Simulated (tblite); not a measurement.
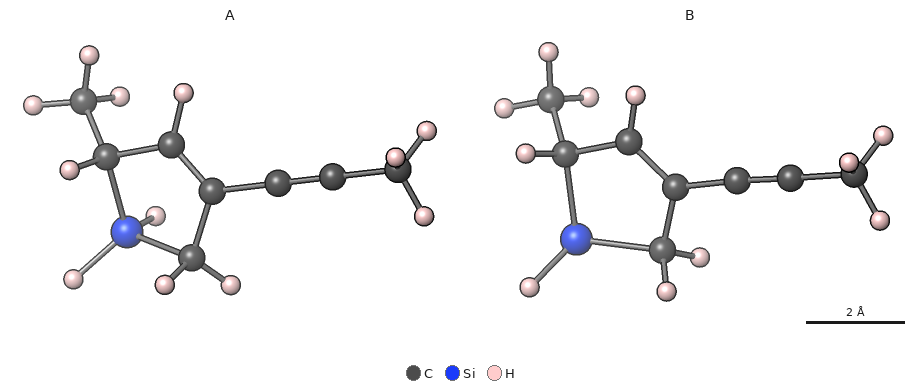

Two geometries of C8H12Si, drawn at one scale. One is the start of a relaxation, the other its converged end. The picture is a ball-and-stick view, seen at a tilt.

The calculation used tblite 0.8.0, GFN2-xTB geometry optimisation, gas phase. 

### Which one is relaxed?

Structure B is the relaxed one. After 100 geometry steps the energy has fallen by 67.9 kJ/mol. The atom that moves furthest after the best rigid fit is an H atom (0.98 Å). By element the largest moves are H 0.98 Å, C 0.43 Å, Si 0.34 Å. Among the contacts that change: C–C 1.481 → 1.412 Å, C–C 1.268 → 1.333 Å, C–Si 1.859 → 1.917 Å, C–H 1.132 → 1.081 Å. Among the angles between lasting bonds that change: H–C–H 115.0° → 106.2°, Si–C–H 105.8° → 113.3°, C–C–Si 97.8° → 104.3°. Groups turn about C–Si by about 30°, C–Si by about 30°, C–C by about 25°.
